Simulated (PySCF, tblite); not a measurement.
# C5H8ClF3Si: geometry, infrared bands and NMR shifts

Wanted: the infrared bands and NMR shifts of C5H8ClF3Si (`C/C=C(/CCl)[SiH2]C(F)(F)F`), by calculation.

Programs: tblite 0.8.0 and PySCF 2.14.0, with density-fitted response routines of our own. Each step states its level of theory. These are calculated values for one molecule in the gas phase, unless marked as measured. Atoms are numbered from 0 throughout.

## (1) Starting geometry

18 atoms, charge 0, multiplicity 1; geometry from: force field or distance geometry start.

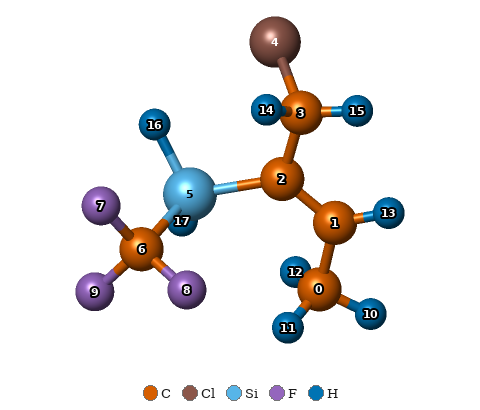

The starting geometry (carbon orange, chlorine brown, silicon blue, fluorine purple, hydrogen blue), atoms numbered; sticks join atoms by distance.

## (2) Relaxing the molecule with GFN2-xTB

Job settings and geometry (Å):

```
{"job": {"kind": "relax", "xc": "GFN2-xTB", "basis": "xTB"}, "charge": 0, "multiplicity": 1}
C     -1.639700    -1.480800     0.142100
C     -1.544300    -0.111500    -0.455100
C     -0.484200     0.635300    -0.173500
C     -0.442800     2.006900    -0.807700
Cl    -0.383800     3.130100     0.605500
Si     0.892400     0.100600     0.917800
C      2.201600    -0.858000    -0.038900
F      3.281100    -0.021400    -0.370900
F      1.677900    -1.432800    -1.157200
F      2.683900    -1.835800     0.816800
H     -2.635000    -1.866400    -0.118100
H     -0.906300    -2.189200    -0.232100
H     -1.607700    -1.330300     1.245900
H     -2.341600     0.216100    -1.094400
H      0.508100     2.103600    -1.321700
H     -1.316300     2.183600    -1.424900
H      1.591500     1.338900     1.331300
H      0.456400    -0.582600     2.123400
```

The run is started by

```sh
OMP_NUM_THREADS=1 python probes_run.py task.json out
```

This one command runs all jobs of the session in turn.

**Question.** This job is followed by: GFN2-xTB harmonic vibrations, gas phase; GIAO PBE0/pcSseg-1 NMR shielding, non-relativistic, gas phase. What will the session give for the following? strongest single infrared mode (GFN2-xTB); zero-point energy (GFN2-xTB); 13C shifts against TMS (PBE0/pcSseg-1); 1H shifts against TMS (PBE0/pcSseg-1, means over atoms taken as alike); 35Cl shifts against HCl (PBE0/pcSseg-1); 29Si shifts against TMS (PBE0/pcSseg-1); 19F shifts against CFCl3 (PBE0/pcSseg-1, means over atoms taken as alike); surface potential, least and greatest.

**Answer**, as computed:

```
                                                                 quantity                                value
                                strongest single infrared mode (GFN2-xTB)                 725 cm⁻¹, 288 km/mol
                                             zero-point energy (GFN2-xTB)                        73.4 kcal/mol
                                   13C shifts against TMS (PBE0/pcSseg-1)  156.4, 140.2, 135.4, 57.8, 23.6 ppm
   1H shifts against TMS (PBE0/pcSseg-1, means over atoms taken as alike)           6.90, 4.70, 4.29, 2.15 ppm
                                  35Cl shifts against HCl (PBE0/pcSseg-1)                              145 ppm
                                  29Si shifts against TMS (PBE0/pcSseg-1)                            -54.6 ppm
19F shifts against CFCl3 (PBE0/pcSseg-1, means over atoms taken as alike)                            -70.8 ppm
                                    surface potential, least and greatest                   -0.71 V and 1.23 V
```

**Reading.** Relaxing lowered the energy by 0.657 eV in 143 steps; the close pair that moved most is Si5–C6, from 1.884 to 1.956 Å. No mode is imaginary among the 48: a minimum at this level. The strongest single mode, at 725 cm⁻¹, moves mainly H16 and H17. Unscaled tight-binding wavenumbers are off by several per cent, some by more. Its intensities can rank the bands wrongly. The most deshielded hydrogen is H13 (hydrogen on an alkene CH), at 6.90 ppm: attached to an sp2 carbon and in the plane of the double bond. At PBE0/pcSseg-1: Shielding is most anisotropic at Cl4 (span 486 ppm, paramagnetic term -341 ppm). By nearest atom (PBE0/pcSseg-1), the HOMO sits on C1, C2 about 31 % each; Cl4 12 % and the LUMO on C1 31 %; C2 23 %.
